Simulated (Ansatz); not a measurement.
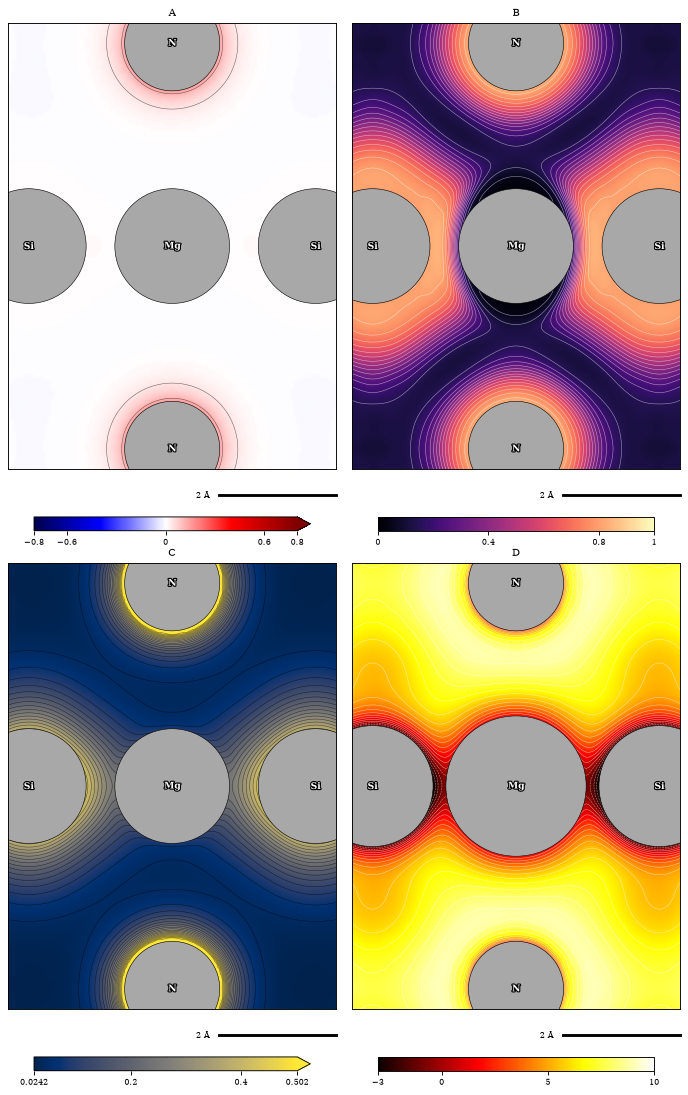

Mg$_{3}$SiN: 4 fields on the (101) plane of the conventional cell, with unlabelled colour scales. Grey discs cover the atomic cores.

Space group Pm-3m; a structure generated by program, which may or may not match a known phase; spin-polarised.

These are results of DFT PBE, scalar-relativistic, plane waves, PAW in Ansatz 0.2.0, not measurements.

> Match the panels to the quantities (electron localisation function, electrostatic potential energy of an electron, spin density and valence pseudo-density).

Panel A: spin density (confined to the magnetic sites and close to zero elsewhere). Panel B: electron localisation function. Panel C: valence pseudo-density. Panel D: electrostatic potential energy of an electron (low next to the atoms, rising into the space between them). From the grid: Mg–Si (2.44 Å): ρ at the midpoint is about 0.32 e/Å³; the ELF peaks at about 0.85 in the valence shell of Si, 1.1 Å from its nucleus, and is about 0.75 at the midpoint. Mg–N (3.46 Å): the density is about 0.05 e/Å³ at the midpoint; the ELF is about 0.15 at the midpoint; no shared electron pair shows on this line.
